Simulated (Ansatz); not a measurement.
# CH3AlF2O: the cost of one run

Method: RKS BLYP/def2-SVP, in Ansatz 0.2.0.

### 1 The starting structure

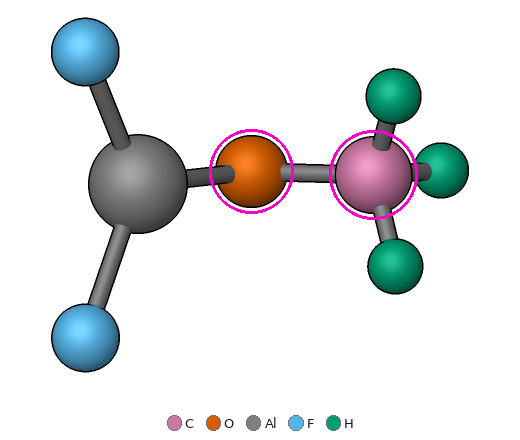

Start, viewed from a chosen angle; carbon pink, oxygen orange, aluminium grey, fluorine blue, hydrogen teal. Ringed: C1, O2.

As a file:

```xyz
8

C    -0.2607    0.8170    0.8058
O    -0.8267    0.4150   -0.4356
Al    0.1725   -0.9891   -1.0801
F    -0.1351   -2.6719   -0.6137
F     1.6369   -0.6705   -2.1288
H     0.7297    1.2612    0.6808
H    -0.3266    0.0614    1.5678
H    -0.8978    1.7199    1.1480
```

### 2 End point A

input.yaml reads:

```yaml
crystal:
  periodic: [false, false, false]
  atoms:
    - { symbol: C, position_ang: [-0.2607, 0.817, 0.8058] }
    - { symbol: O, position_ang: [-0.8267, 0.415, -0.4356] }
    - { symbol: Al, position_ang: [0.1725, -0.9891, -1.0801] }
    - { symbol: F, position_ang: [-0.1351, -2.6719, -0.6137] }
    - { symbol: F, position_ang: [1.6369, -0.6705, -2.1288] }
    - { symbol: H, position_ang: [0.7297, 1.2612, 0.6808] }
    - { symbol: H, position_ang: [-0.3266, 0.0614, 1.5678] }
    - { symbol: H, position_ang: [-0.8978, 1.7199, 1.148] }
basis:
  gaussian: { orbitals: def2-SVP }
hamiltonian:
  xc: blyp
relax:
  f_tol: 0.015
  max_steps: 40
```

The run is started by

```bash
> ansatz run input.yaml --threads 1 --pin off --max-ram 2048MiB --backend cpu --events-out ev --progress --plain --runs-dir out
```

**Question.** How long does this run take on 1 thread of Arm Neoverse V2, shared host, and how much memory does it need?

About 62 s, with a peak of 0.16 GiB.
